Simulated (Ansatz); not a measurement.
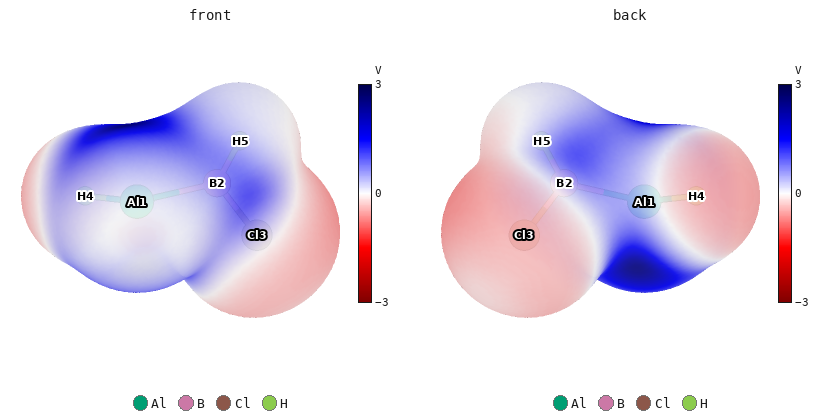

*AlBClH$_{2}$ (SMILES [AlH][BH]Cl) (doublet). The molecular electrostatic potential painted on the density surface at 0.001 e/bohr³, seen from the front and from behind; red is negative and blue positive.*

All numbers below come from Ansatz, UHF/def2-SVP.

The calculation's input:

```
crystal:
  periodic: [false, false, false]
  atoms:
    - { symbol: Al, position_ang: [-0.87382, 0.30988, -0.62766] }
    - { symbol: B, position_ang: [0.94598, -0.13633, 0.0432] }
    - { symbol: Cl, position_ang: [0.66601, -1.51578, 1.1621] }
    - { symbol: H, position_ang: [-2.39743, 0.63313, -1.03842] }
    - { symbol: H, position_ang: [1.65927, 0.7091, 0.46078] }
magnetization:
  spin_polarized: true
  initial_magnetization: 1
basis:
  gaussian: { orbitals: def2-SVP }
hamiltonian:
  xc: hf
relax:
  f_tol: 0.015
  max_steps: 40
output:
  orbitals: {}
```

Run with:

```sh
ansatz run input.yaml --threads 1 --pin off --max-ram 2048MiB --backend cpu --events-out ev --progress --plain --runs-dir out
```

The fields are those of the relaxed geometry.

Q: Which sites attract a positive test charge, and which a negative one?

A: A positive charge is drawn to the negative regions and a negative charge to the positive ones. The most negative region (about −0.6 V) lies over Cl3, the most positive (about +2.5 V) over Al1.
